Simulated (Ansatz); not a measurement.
Consider BHOZn.

Input

```
crystal:
  periodic: [false, false, false]
  atoms:
    - {symbol: B, position_ang: [0.446561, 0.324591, 0.685690]}
    - {symbol: O, position_ang: [0.126067, 1.435788, 0.368788]}
    - {symbol: Zn, position_ang: [-1.291867, -1.069698, -2.093877]}
    - {symbol: H, position_ang: [0.774740, -0.750881, 1.019098]}
basis:
  gaussian: {orbitals: def2-TZVPP}
hamiltonian: {xc: pbe0, dispersion: d4}
output: {orbitals: {seedname: orbitals}}
```

Launched as:

```sh
ansatz run in.yaml --threads 2 --pin off --events-out ev --progress --plain --max-ram 4352MiB
```

Geometry: PBE0-D4/def2-TZVP; at this geometry the atoms fall into two loosely joined parts.

Level of theory: RKS PBE0-D4/def2-TZVPP (Ansatz).

### Predict the electron density and electron localisation function between the atoms.

Zn3···B1 (3.56 Å): the density falls to about 0.03 e/Å³ on the way; the ELF dips to about 0.05 between them.
Zn3···H4 (3.75 Å): the density falls to about 0.03 e/Å³ on the way; the ELF dips to about 0.05 between them; a non-bonded, intermolecular contact.
B–O (1.20 Å): the density is about 3.1 e/Å³ at the midpoint; the ELF peaks at about 0.85 between the atoms, as expected for a polar covalent bond.
B–H (1.17 Å): the density is about 1.3 e/Å³ at the midpoint; the ELF climbs to about 1 towards the hydrogen, as it does in any bond to H; a covalent bond by its length.

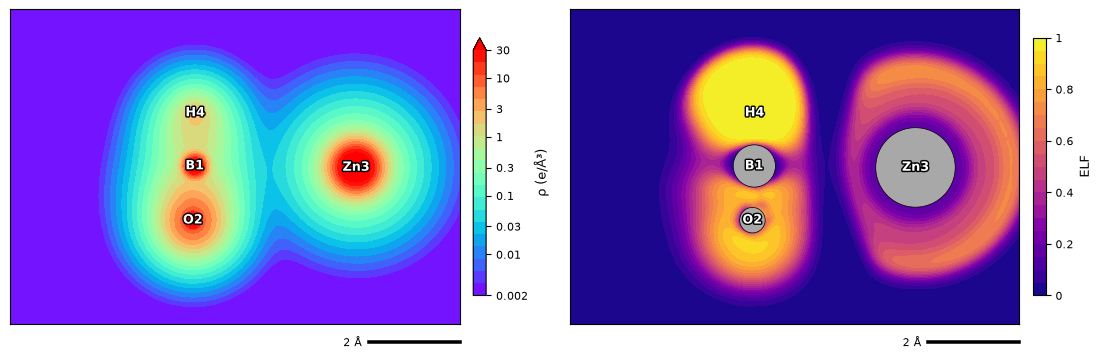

Computed electron density and electron localisation function on the molecular plane, in this order. Grey discs cover the atomic cores in the ELF map. 
